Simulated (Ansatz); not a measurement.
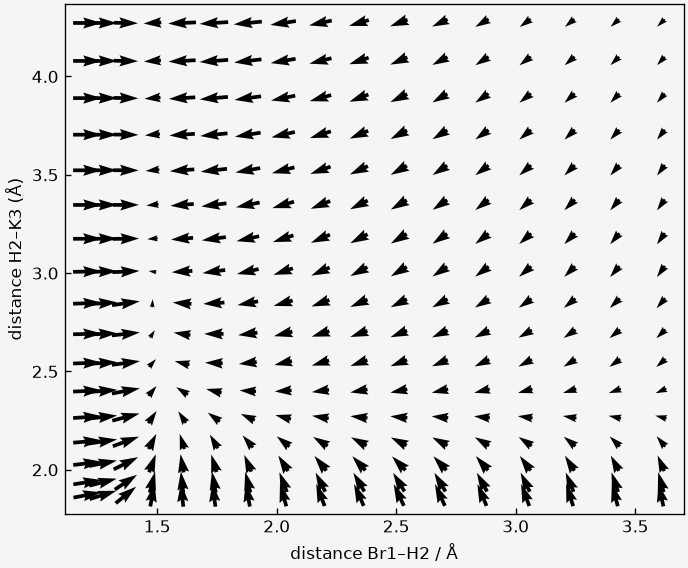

The system Br + HK, spin multiplicity 2. 
- The first coordinate is: distance Br1–H2; the second: distance H2–K3.
- Nothing is relaxed (the angle Br1–H2–K3 is fixed at 180 degrees).
- Grid: 17 × 17 points.
- Points are written as (first, second).
- These are results of UKS PBE0-D4/def2-SVPD (Ansatz 0.2.0), not measurements.

In the figure: arrows along the force (downhill), their lengths compressed.

> The arrows alone are given. Where is the energy lowest?

The arrows converge at about (1.463 Å, 3.099 Å) (read from the interpolated surface).

The energy map of the same scan:

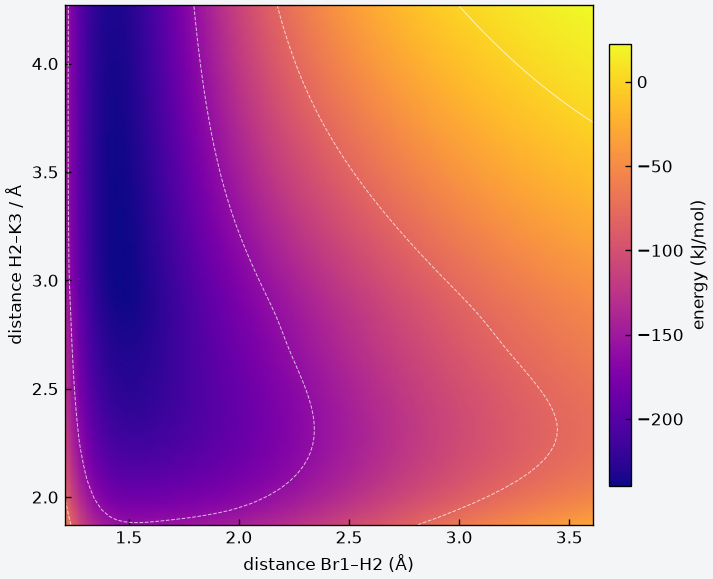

Energies are in kJ/mol, from Br far from the relaxed HK (each part in its own basis); between grid points the surface is interpolated.
